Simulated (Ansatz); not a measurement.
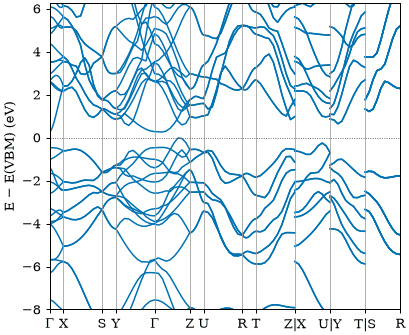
Figure. Band structure from the program Ansatz at the LDA level (PAW)

### Question
Read off the gap and where the band edges lie.

### Answer
About 0.3 eV (0.26 eV by a search for the band edges); maximum on the Γ–Z line, 70 % of the way from Γ, minimum on the Γ–Z line, 20 % of the way from Γ.

The material is GeSe in space group Pnma (No. 62; Ge on 4c, Se on 4c).

The LDA relaxation kept the symmetry of its start. A crystal of weakly bound layers computed without a dispersion correction: the cell and the soft elastic constants depend strongly on that. Scalar-relativistic: spin–orbit coupling is off unless named, which matters more the heavier the elements.

Potentials: the later of the program's two PAW sets.
